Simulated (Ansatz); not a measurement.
## Fields on a plane of CdBr2 (space group P6_3mc)

```
CELL_PARAMETERS angstrom
      3.98029     0.00000     0.00000
     -1.99015     3.44703     0.00000
      0.00000     0.00000    12.56749
ATOMIC_POSITIONS crystal
  Cd 0.66667 0.33333 0.87499
  Cd 0.33333 0.66667 0.37499
  Br 0.00000 0.00000 0.75034
  Br 0.00000 0.00000 0.25034
  Br 0.33333 0.66667 0.99967
  Br 0.66667 0.33333 0.49967
```

The slice is a (0001) plane (indices of the conventional cell) through the point (0.333, 0.667, 1.000) (fractional), spanned by u = [110] and v = [1 -1 0] in vectors of this cell: u (3.98 Å) and v (6.89 Å, at 90° to u). It covers one period; positions are fractions (u, v).

Atoms on it: Br at (0.00, 0.00); Br at (0.50, 0.50).

All values below come from r2SCAN+rVV10 (plane waves to 500 eV, PAW, scalar-relativistic; Ansatz, a quantum-chemistry and plane-wave program). k mesh 10×10×3. These are valence fields of a PAW run, semicore shells included where kept as valence: close to a nucleus they are smooth pseudo fields. CdBr2 was relaxed with its symmetry unable to fall.

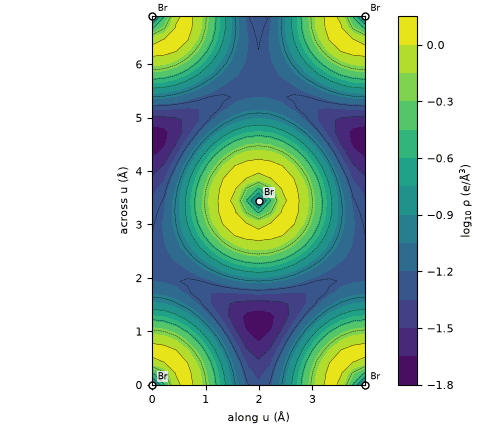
*Log₁₀ of the valence density in e/Å³, one period of the plane, atoms marked. The scale is logarithmic, as a density can span decades between atoms and voids.*

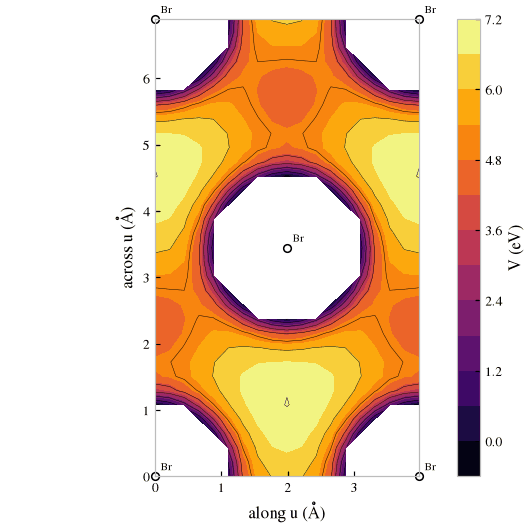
Electrostatic potential energy of an electron, from the cell's mean, in eV, one period of the plane, atoms marked. Points within 1 Å of a nucleus are left white, as the pseudised field means little there. The zero, the cell's mean, hangs on the PAW cores.
